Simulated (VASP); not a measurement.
Shape and ions are relaxed at each volume.

Energy against volume of PbO2 (rutile). The numbers are results of revPBE GGA, VASP's PBE PAW potentials (set 64) (plane waves; VASP), not measurements.

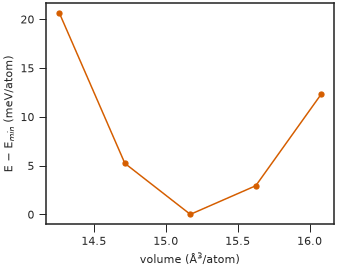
Fig. 1. Energy against volume

Estimate the equilibrium volume and the bulk modulus.

The minimum lies near 15.2 Å³/atom, and the curvature gives B0 of about 93 GPa.

The compound is PbO2 in the rutile structure. It was relaxed first, which changed the volume by +9 %.
